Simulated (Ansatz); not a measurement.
# InCl (SMILES [Cl][In]) at 6 levels

Wanted: a comparison of 6 runs (CAM-B3LYP/STO-3G, UB3LYP/STO-3G, revPBE/STO-3G, UMP2/STO-3G, CCSDT/STO-3G, FCI/STO-3G) of InCl. 

Program for the calculation: Ansatz 0.2.0.

47 further runs of the same task are left out: 4 that didn't finish, 43 set aside as unsound or not needed.

## Step 1: The molecule

The species is InCl (2 atoms), meant as a singlet with charge 0. As SMILES, `[Cl][In]`. The In2–Cl1 distance was set to 3.017 Å, away from the relaxed value.

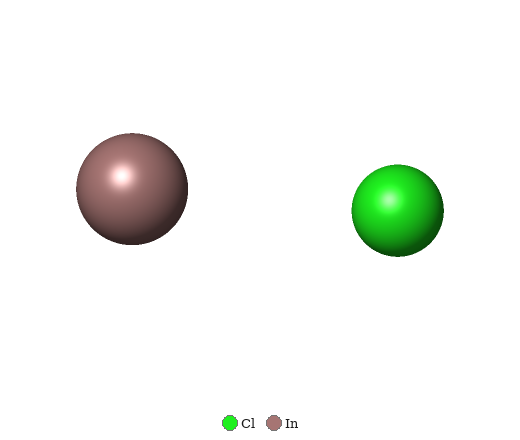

Viewed from a chosen angle; chlorine green, indium brown.

## Step 2: A single-point energy at CAM-B3LYP/STO-3G (run 1)

Contents of molecule.yaml:

```yaml
basis:
  gaussian:
    orbitals: STO-3G
crystal:
  periodic: [false, false, false]
  atoms:
    - symbol: Cl
      position_ang: [0.000000, -0.000000, -0.617310]
    - symbol: In
      position_ang: [-0.000000, 0.000000, 2.399590]
hamiltonian:
  xc: {name: CAM-B3LYP}
accuracy: high
```

Launch:

```bash
$ ansatz run molecule.yaml --threads 1 --pin off --max-ram 3480MiB --events-out events.jsonl --progress --plain --runs-dir runs
```

The program printed:

```text
Warning: RAYON_NUM_THREADS=1 ignored (pool sized by the plan → 1); use --threads N
Functional definition: CAM-B3LYP
  name "CAM-B3LYP"
  parameter alpha = 0.19
  parameter beta = 0.46
  parameter omega = 0.33/bohr
  parameter ac = 0.81
  exchange = (1 - alpha - beta)*b88_x + beta*b88_x_sr(omega) + alpha*exact_x + beta*exact_x_lr(omega)
  correlation = (1 - ac)*vwn5_c + ac*lyp_c
623 factors; integrals over basis functions are off by at most 2.3e-8 eV
133 factors; integrals over basis functions are off by at most 1.4e-9 eV
mean field evaluation 1: about -167081.0707 eV, gradient 9.6e0 eV
mean field evaluation 2: about -167081.4789 eV, gradient 1.3e1 eV
mean field evaluation 4: about -167082.7034 eV, gradient 1.8e-1 eV
mean field evaluation 8: about -167082.7002 eV, gradient 3.3e-3 eV
mean field evaluation 16: about -167082.7002 eV, gradient 3.3e-8 eV
mean field -167082.70018622 eV, -6140.1759791218 hartree, gradient 3.3e-8 eV, S^2 0.000000; 0 other end points of the search recorded, 0 dependent functions left out
reference -167082.70019915 eV, -6140.1759795968 hartree; 33, 33 occupied and 3, 3 virtual orbitals, 623 factors
Total energy: -167082.70019915 eV, -6140.1759795968 hartree
```

Run time: 0.92 s. Hardware: 1 thread of AMD EPYC 9R45 (Zen 5), shared host; peak memory 0.14 GiB.

## Step 3: A single-point energy at UB3LYP/STO-3G (run 2)

Contents of input.yaml:

```yaml
crystal:
  periodic: [false, false, false]
  atoms:
    - {symbol: Cl, position_ang: [0.000000, -0.000000, -0.617310]}
    - {symbol: In, position_ang: [-0.000000, 0.000000, 2.399590]}
basis:
  gaussian:
    orbitals: STO-3G
magnetization:
  spin_polarized: true
  initial_magnetization: 0
hamiltonian:
  xc: {name: B3LYP}
accuracy: high
```

Launch:

```bash
$ ansatz run input.yaml --threads 1 --pin off --max-ram 3480MiB --events-out events.jsonl --progress --plain --runs-dir runs
```

The program printed:

```text
Warning: RAYON_NUM_THREADS=1 ignored (pool sized by the plan → 1); use --threads N
Functional definition: B3LYP
  name "B3LYP"
  parameter a0 = 0.2
  parameter ax = 0.72
[... 1 set-up line as earlier in the session ...]
  exchange = (1 - a0 - ax)*slater_x + ax*b88_x + a0*exact_x
  correlation = (1 - ac)*vwn_rpa_c + ac*lyp_c
623 factors; integrals over basis functions are off by at most 2.3e-8 eV
mean field evaluation 1: about -167076.4314 eV, gradient 6.9e0 eV
mean field evaluation 2: about -166969.2477 eV, gradient 1.0e2 eV
mean field evaluation 4: about -167078.0847 eV, gradient 1.3e0 eV
mean field evaluation 8: about -167078.1129 eV, gradient 5.9e-2 eV
mean field evaluation 16: about -167078.1130 eV, gradient 2.0e-7 eV
mean field -167078.11299126 eV, -6140.0074028162 hartree, gradient 4.3e-9 eV, S^2 0.000000; 0 other end points of the search recorded, 0 dependent functions left out
reference -167078.11301781 eV, -6140.0074037921 hartree; 33, 33 occupied and 3, 3 virtual orbitals, 623 factors
Total energy: -167078.11301781 eV, -6140.0074037921 hartree
```

Run time: 0.94 s. Hardware: 1 thread of AMD EPYC 9R45 (Zen 5), shared host; peak memory 0.19 GiB.

Runs 3 to 5 aren't shown in full; the table further down has their settings and results.

## Step 4: A single-point energy at FCI/STO-3G (run 6)

Contents of molecule.yaml:

```yaml
crystal:
  periodic: [false, false, false]
  atoms:
    - {symbol: Cl, position_ang: [0.000000, -0.000000, -0.617310]}
    - {symbol: In, position_ang: [-0.000000, 0.000000, 2.399590]}
basis:
  gaussian:
    orbitals: STO-3G
accuracy: high
correlation:
  method: fci
  frozen_orbitals: {Cl: 5, In: 18}
```

Launch:

```bash
$ ansatz run molecule.yaml --threads 1 --pin off --max-ram 3480MiB --events-out events.jsonl --progress --plain --runs-dir runs
```

The program printed:

```text
Warning: RAYON_NUM_THREADS=1 ignored (pool sized by the plan → 1); use --threads N
Functional definition: HF
  name "HF"
  exchange = exact_x
  correlation = 0
623 factors; integrals over basis functions are off by at most 2.3e-8 eV
mean field evaluation 1: about -167007.4403 eV, gradient 8.8e0 eV
mean field evaluation 2: about -167007.4756 eV, gradient 8.8e0 eV
mean field evaluation 4: about -167008.7063 eV, gradient 3.5e-1 eV
mean field evaluation 8: about -167008.7044 eV, gradient 8.6e-5 eV
mean field -167008.70436932 eV, -6137.4566830069 hartree, gradient 2.9e-8 eV, S^2 0.000000; 0 other end points of the search recorded, 0 dependent functions left out
23 core orbitals not correlated: weight in the atoms' cores, before any rotation towards them, 1.000 or more for the frozen orbitals, at most 0.000 for the correlated occupied ones
reference -167008.70436932 eV, -6137.4566830069 hartree; 10, 10 occupied and 3, 3 virtual orbitals, 623 factors
state -167009.83576278 eV, -6137.4982609496 hartree
Total energy: -167009.83576278 eV, -6137.4982609496 hartree
```

Wall time 0.48 s (1 thread of AMD EPYC 9R45 (Zen 5), shared host).

## Step 5: Overview of the runs

| run | level | frozen core orbitals | energy (Eh) | wall time |
| --- | --- | --- | --- | --- |
| 1 | CAM-B3LYP/STO-3G | – | -6140.175980 | 0.92 s |
| 2 | UB3LYP/STO-3G | – | -6140.007404 | 0.94 s |
| 3 | revPBE/STO-3G | – | -6139.596610 | 0.58 s |
| 4 | UMP2/STO-3G | 23 | -6137.482705 | 0.36 s |
| 5 | CCSDT/STO-3G | 23 | -6137.498186 | 0.42 s |
| 6 | FCI/STO-3G | 23 | -6137.498261 | 0.48 s |

## Step 6: Summary of results

| quantity | value |
| --- | --- |
| run 6: total energy | -6137.49826 Eh |
| run 6: correlation energy (23 core orbitals frozen) | -41.6 mEh |

Against full CI in this basis: UMP2 +15.6 mEh; CCSDT +0.1 mEh. Totals of different functionals can't be ranked against each other. In runs 1, 2, 3, 4, 5, 6 the basis is minimal, so the values are rough. In runs 1, 2, 3, 4, 5, 6 relativity is left out where basis or elements ask for it. All runs together took 3.7 s, the longest 0.94 s.
